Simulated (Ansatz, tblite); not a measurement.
**[CuCl4]-: a ladder of methods and basis sets**

How do method and basis change the picture of [CuCl4]- (singlet)?

Computed with Ansatz 0.2.0, Gaussian basis. Level: as each input shows.

Levels to be run: GFN1-xTB, GFN2-xTB, PBE-D4/def2-TZVPD, r2SCAN-D4/def2-TZVPD, LC-ωPBE/def2-TZVPD, B2PLYP/def2-TZVPD, B3LYP-D4/def2-TZVPD, BLYP-D4/def2-TZVPD, r2SCANh-D4/def2-TZVPD, PBE-D4/def2-SVPD, PBE0-D4/def2-SVPD, HF/STO-3G, HF/6-31G, B3LYP-D4/6-31G, CCSD(T)/def2-SVPD, MP2/def2-TZVPD, RPA/def2-TZVPD.

## Step 1: The geometry

The singlet was relaxed beforehand with r2SCAN-D4/def2-SVPD.

5 atoms, charge -1, spin multiplicity 1.

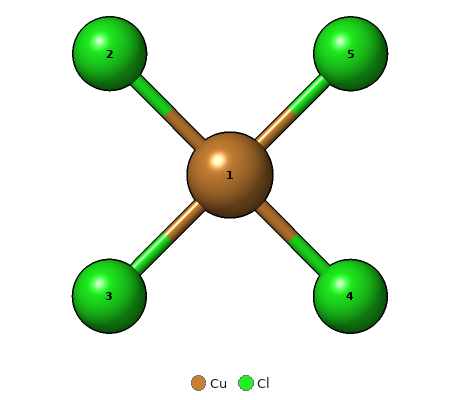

The geometry (copper orange, chlorine green); atoms are numbered from 1 in the order of the file.

Formally the metal is d8. No spin-orbit coupling is included. The ion is computed in the gas phase, without counter-ions or solvent.

PBE0-D4/def2-TZVPD was run before; its log isn't repeated, and its numbers join the tables.

## Step 2: GFN1-xTB

Tight binding, by tblite at 300 K electronic temperature and without a spin-polarisation term:

```python
tblite.interface.Calculator('GFN1-xTB', numbers, positions, charge=-1, uhf=0).singlepoint()
```

Energy -596.2694 eV, HOMO -8.13 eV, LUMO -6.79 eV; 0.011 s.

## Step 3: GFN2-xTB

Tight binding, by tblite at 300 K electronic temperature and without a spin-polarisation term:

```python
tblite.interface.Calculator('GFN2-xTB', numbers, positions, charge=-1, uhf=0).singlepoint()
```

Energy -610.9943 eV, HOMO -7.71 eV, LUMO -6.68 eV; 0.011 s.

## Step 4: PBE-D4/def2-TZVPD

start.molden holds the orbitals of an earlier run on this state, given as this run's starting guess.

File in.yaml:

```yaml
crystal:
  periodic: [false, false, false]
  atoms:
    - {symbol: Cu, position_ang: [0.000138, -0.000083, 0.000001]}
    - {symbol: Cl, position_ang: [2.211983, -0.024831, 0.006788]}
    - {symbol: Cl, position_ang: [0.024737, 2.211716, 0.005413]}
    - {symbol: Cl, position_ang: [-2.211644, 0.025066, 0.000907]}
    - {symbol: Cl, position_ang: [-0.025204, -2.211877, -0.013109]}
basis:
  gaussian: {orbitals: def2-TZVPD, initial_orbitals: start.molden}
total_charge: -1
hamiltonian: {xc: pbe, dispersion: d4}
scf: {omitted_lower_state_checks: [starts]}
output: {orbitals: {seedname: orbitals}}
```

Launch:

```bash
$ ansatz run in.yaml --threads 4 --pin off --events-out ev --progress --plain --max-ram 3916MiB
```

After this run come: r2SCAN-D4/def2-TZVPD; LC-ωPBE/def2-TZVPD; B2PLYP/def2-TZVPD; B3LYP-D4/def2-TZVPD; BLYP-D4/def2-TZVPD; r2SCANh-D4/def2-TZVPD; PBE-D4/def2-SVPD; PBE0-D4/def2-SVPD; HF/STO-3G; HF/6-31G; B3LYP-D4/6-31G; CCSD(T)/def2-SVPD; MP2/def2-TZVPD; RPA/def2-TZVPD.

Before running them: what should the planned runs give, taken together? Wanted: gap in def2-TZVPD, named functionals, smallest and largest; correlation energy, CCSD(T)/def2-SVPD; correlation energy, MP2/def2-TZVPD; PBE0 total energy, smallest basis above largest.

**Answer**, as computed:

| quantity | value |
| --- | --- |
| gap in def2-TZVPD, named functionals, smallest and largest | 0.49 eV (BLYP-D4), 6.81 eV (LC-ωPBE) |
| correlation energy, CCSD(T)/def2-SVPD | -27.85 eV |
| correlation energy, MP2/def2-TZVPD | -34.23 eV |
| PBE0 total energy, smallest basis above largest | 22.77 eV (def2-SVPD, def2-TZVPD) |

Orbital gaps of the named functionals in def2-TZVPD span 0.49 eV (BLYP-D4) to 6.81 eV (LC-ωPBE); exact exchange widens it. Notes on CCSD(T)/def2-SVPD and its Hartree-Fock reference, which MP2 shares: restricted state is unstable towards broken spin symmetry, state flagged by the program.
